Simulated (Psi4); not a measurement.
## C₂H₃N: single-point calculation (part 1 of 2)

The run: single-point calculation of C₂H₃N (isocyanomethane). Method and program: OMP2/def2-SVPD, RHF (Psi4 1.11).

The geometry comes from this level: PBE0-D4/def2-TZVP.

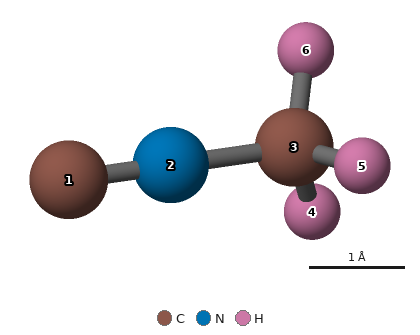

*The structure (ball-and-stick view, seen at a tilt; atoms are numbered from 1 in the order of the input).*

### Key numbers

```csv
quantity,value
outcome,converged
total energy,−132.235591 hartree
SCF energy,−131.799758 hartree
MP2 energy,−132.228920 hartree
correlation energy,−0.435834 hartree
basis functions,84
HOMO of the SCF reference,−12.72 eV
LUMO of the SCF reference,2.41 eV
hardware,"1 thread of Intel Xeon @ 2.50GHz (Skylake/Cascade Lake), 189 GiB of memory available, shared host"
wall time,34 s
peak memory,0.28 GiB
```

### Input file (run.py)
```python
import psi4

psi4.set_memory('2200 MB')
psi4.set_num_threads(1)
psi4.set_output_file('psi4.out', False)

m = psi4.geometry("""
0 1
C      0.799440    -1.723200     0.884040
N      0.355210    -0.765800     0.392860
C     -0.182520     0.393390    -0.201820
H     -1.130780     0.156250    -0.686030
H      0.510850     0.783150    -0.948300
H     -0.352210     1.156210     0.559240
symmetry c1
no_reorient
no_com
""")

psi4.set_options(dict(puream=True, e_convergence=1e-09, d_convergence=1e-08, scf_type='pk', num_frozen_docc=3))

e, wfn = psi4.energy('omp2/def2-SVPD', return_wfn=True)
print(f'total energy {e:.8f} hartree = {e * 27.211386:.5f} eV')
for k, v in sorted(psi4.core.scalar_variables().items()):
    print(f'{k:45s} {v:18.10f}')
```

Run as:
```bash
python run.py
```

### Output
```
Psi4 1.11 release

   => Loading Basis Set <=

    Name: DEF2-SVPD
    Role: ORBITAL
    Keyword: BASIS

         ---------------------------------------------------------
                                   SCF
                              RHF Reference
                        1 Threads,   2098 MiB Core
         ---------------------------------------------------------

  ==> Geometry <==

    Molecular point group: c1
    Full point group: C1

    Geometry (in Angstrom), charge = 0, multiplicity = 1:

       Center              X                  Y                   Z               Mass
    ------------   -----------------  -----------------  -----------------  -----------------
         C            0.799440000000    -1.723200000000     0.884040000000    12.000000000000
         N            0.355210000000    -0.765800000000     0.392860000000    14.003074004430
         C           -0.182520000000     0.393390000000    -0.201820000000    12.000000000000
         H           -1.130780000000     0.156250000000    -0.686030000000     1.007825032230
         H            0.510850000000     0.783150000000    -0.948300000000     1.007825032230
         H           -0.352210000000     1.156210000000     0.559240000000     1.007825032230

  Running in c1 symmetry.

  Rotational constants: A =      5.29872  B =      0.23631  C =      0.23631 [cm^-1]
  Rotational constants: A = 158851.69849  B =   7084.27568  C =   7084.27172 [MHz]
  Nuclear repulsion =   60.351596915026491

  Charge       = 0
  Multiplicity = 1
  Electrons    = 22
  Nalpha       = 11
  Nbeta        = 11

  ==> Algorithm <==

  SCF Algorithm Type is PK.
  DIIS enabled.
  MOM disabled.
  Fractional occupation disabled.
  Guess Type is SAD.
  Energy threshold   = 1.00e-09
  Density threshold  = 1.00e-08
  Integral threshold = 1.00e-12

  ==> Primary Basis <==

  Basis Set: DEF2-SVPD
    Blend: DEF2-SVPD
    Number of shells: 36
    Number of basis functions: 84
    Number of Cartesian functions: 90
    Spherical Harmonics?: true
    Max angular momentum: 2

  ==> Integral Setup <==

  Using in-core PK algorithm.
   Calculation information:
      Number of atoms:                   6
      Number of AO shells:              36
      Number of primitives:             60
      Number of atomic orbitals:        90
      Number of basis functions:        84

      Integral cutoff                 1.00e-12
      Number of threads:                 1

  Performing in-core PK
  Using 12748470 doubles for integral storage.
  We computed 221288 shell quartets total.
  Whereas there are 222111 unique shell quartets.

  ==> DiskJK: Disk-Based J/K Matrices <==

    J tasked:                  Yes
    K tasked:                  Yes
    wK tasked:                  No
    Memory [MiB]:             1573
    Schwarz Cutoff:          1E-12

  Minimum eigenvalue in the overlap matrix is 2.9241010844E-04.
  Reciprocal condition number of the overlap matrix is 3.5912164392E-05.
    Using symmetric orthogonalization.

  ==> Pre-Iterations <==

  SCF Guess: Superposition of Atomic Densities via on-the-fly atomic UHF (no occupation information).

   -------------------------
    Irrep   Nso     Nmo
   -------------------------
     A         84      84
   -------------------------
    Total      84      84
   -------------------------

  ==> Iterations <==

                        Total Energy        Delta E     RMS |[F,P]|

   @RHF iter SAD:  -130.95143626779554   -1.30951e+02   0.00000e+00
   @RHF iter   1:  -131.76025290976963   -8.08817e-01   2.67108e-03 ADIIS/DIIS
   @RHF iter   2:  -131.79642196719360   -3.61691e-02   7.25344e-04 ADIIS/DIIS
   @RHF iter   3:  -131.79933046997110   -2.90850e-03   2.44196e-04 ADIIS/DIIS
   @RHF iter   4:  -131.79970985118888   -3.79381e-04   1.10744e-04 ADIIS/DIIS
   @RHF iter   5:  -131.79975356830107   -4.37171e-05   2.81340e-05 DIIS
   @RHF iter   6:  -131.79975781821264   -4.24991e-06   3.59381e-06 DIIS
   @RHF iter   7:  -131.79975791353687   -9.53242e-08   6.05517e-07 DIIS
   @RHF iter   8:  -131.79975791659854   -3.06167e-09   6.86400e-08 DIIS
   @RHF iter   9:  -131.79975791663719   -3.86535e-11   1.74902e-08 DIIS
   @RHF iter  10:  -131.79975791663847   -1.27898e-12   3.96918e-09 DIIS
  Energy and wave function converged.

  ==> Post-Iterations <==

    Orbital Energies [Eh]
    ---------------------

    Doubly Occupied:

       1A    -15.600711     2A    -11.310649     3A    -11.278186
       4A     -1.264146     5A     -1.024836     6A     -0.742241
       7A     -0.646856     8A     -0.646852     9A     -0.476970
      10A     -0.476967    11A     -0.467395

    Virtual:

      12A      0.088477    13A      0.168435    14A      0.172739
      15A      0.172739    16A      0.215753    17A      0.215754
      18A      0.216925    19A      0.233140    20A      0.233141
      21A      0.295031    22A      0.326290    23A      0.326290
      24A      0.371361    25A      0.371361    26A      0.383903
      27A      0.408432    28A      0.428367    29A      0.446907
      30A      0.446908    31A      0.449153    32A      0.488851
      33A      0.488851    34A      0.512614    35A      0.512616
      36A      0.530369    37A      0.573426    38A      0.573429
      39A      0.577111    40A      0.659749    41A      0.736018
      42A      0.736019    43A      0.758590    44A      0.808459
      45A      0.808486    46A      0.924883    47A      0.943346
      48A      0.943374    49A      1.079183    50A      1.144602
      51A      1.144604    52A      1.207936    53A      1.245194
      54A      1.245233    55A      1.316739    56A      1.552088
      57A      1.552093    58A      1.559521    59A      1.741599
      60A      1.806889    61A      1.806911    62A      1.894803
      63A      2.041376    64A      2.123227    65A      2.123230
      66A      2.188561    67A      2.188567    68A      2.260835
      69A      2.260839    70A      2.347593    71A      2.419748
      72A      2.419789    73A      2.576526    74A      2.703833
      75A      2.703862    76A      2.785445    77A      2.785469
      78A      2.984249    79A      3.113795    80A      3.308549
      81A      3.308574    82A      3.478042    83A      3.478059
      84A      4.142695

    Final Occupation by Irrep:
              A
    DOCC [    11 ]
    NA   [    11 ]
    NB   [    11 ]

  @RHF Final Energy:  -131.79975791663847

   => Energetics <=

    Nuclear Repulsion Energy =             60.3515969150264908
    One-Electron Energy =                -296.4310895562682617
    Two-Electron Energy =                 104.2797347246032871
    Total Energy =                       -131.7997579166384696

Computation Completed

Properties will be evaluated at   0.000000,   0.000000,   0.000000 [a0]

Properties computed using the SCF density matrix

 Multipole Moments:

 ------------------------------------------------------------------------------------
     Multipole            Electronic (a.u.)      Nuclear  (a.u.)        Total (a.u.)
 ------------------------------------------------------------------------------------

 L = 1.  Multiply by 2.5417464519 to convert [e a0] to [Debye]
 Dipole X            :        -10.4028270            9.8565280           -0.5462990
 Dipole Y            :         22.4253812          -21.2477971            1.1775841
 Dipole Z            :        -11.5045379           10.9004127           -0.6041252
 Magnitude           :                                                    1.4318220

 ------------------------------------------------------------------------------------

	total time  =          4 seconds =       0.07 minutes
  Constructing Basis Sets for DFOCC...

   => Loading Basis Set <=

    Name: (DEF2-SVPD AUX)
    Role: JKFIT
    Keyword: DF_BASIS_SCF

   => Loading Basis Set <=

    Name: (DEF2-SVPD AUX)
    Role: RIFIT
    Keyword: DF_BASIS_CC

  Module DFOCC Options:
  ----------------------------------------------------------------------------
  ACTIVE                        => (empty)
  BASIS_RELATIVISTIC            => (empty)
  BENCH                         => (empty)
  CC_DIIS_MAX_VECS              => (empty)
  CC_DIIS_MIN_VECS              => (empty)
  CC_LAMBDA                     => (empty)
  CC_MAXITER                    => (empty)
  CC_TYPE                       => (empty)
  CHOLESKY                      => FALSE           !
  CHOLESKY_TOLERANCE            => (empty)
  CI_TYPE                       => (empty)
  COMPUT_S2                     => (empty)
  CUBEPROP_BASIS_FUNCTIONS      => (empty)
  CUBEPROP_FILEPATH             => (empty)
  CUBEPROP_ISOCONTOUR_THRESHOLD => (empty)
  CUBEPROP_ORBITALS             => (empty)
  CUBEPROP_TASKS                => (empty)
  CUBIC_BASIS_TOLERANCE         => (empty)
  CUBIC_BLOCK_MAX_POINTS        => (empty)
  CUBIC_GRID_OVERAGE            => (empty)
  CUBIC_GRID_SPACING            => (empty)
  CUTOFF                        => (empty)
  DDX                           => (empty)
  DEBUG                         => (empty)
  DERTYPE                       => (empty)
  DF_BASIS_CC                   => (empty)
  DIE_IF_NOT_CONVERGED          => (empty)
  DKH_ORDER                     => (empty)
  DOCC                          => (empty)
  DO_DIIS                       => (empty)
  DO_LEVEL_SHIFT                => (empty)
  DO_SCS                        => FALSE           !
  DO_SOS                        => FALSE           !
  E3_SCALE                      => (empty)
  EKT_IP                        => (empty)
  EXTERNAL_POTENTIAL_SYMMETRY   => (empty)
  E_CONVERGENCE                 => 1e-09           !
  FREEZE_CORE                   => (empty)
  FREEZE_CORE_POLICY            => (empty)
  FROZEN_DOCC                   => (empty)
  FROZEN_UOCC                   => (empty)
  HESS_TYPE                     => (empty)
  INTEGRAL_CUTOFF               => (empty)
  INTEGRAL_PACKAGE              => (empty)
  LEVEL_SHIFT                   => (empty)
  LINEQ_SOLVER                  => (empty)
  LITERAL_CFOUR                 => (empty)
  LS_THC_BASIS_TOLERANCE        => (empty)
  LS_THC_DF                     => (empty)
  LS_THC_PRUNING_SCHEME         => (empty)
  LS_THC_RADIAL_POINTS          => (empty)
  LS_THC_SPHERICAL_POINTS       => (empty)
  LS_THC_S_EPSILON              => (empty)
  LS_THC_WEIGHTS_TOLERANCE      => (empty)
  MAT_NUM_COLUMN_PRINT          => (empty)
  MAX_MOGRAD_CONVERGENCE        => (empty)
  MAX_RADIAL_MOMENT             => (empty)
  MBIS_D_CONVERGENCE            => (empty)
  MBIS_MAXITER                  => (empty)
  MBIS_PRUNING_SCHEME           => (empty)
  MBIS_RADIAL_POINTS            => (empty)
  MBIS_SPHERICAL_POINTS         => (empty)
  MOLDEN_WITH_VIRTUAL           => (empty)
  MOLDEN_WRITE                  => (empty)
```
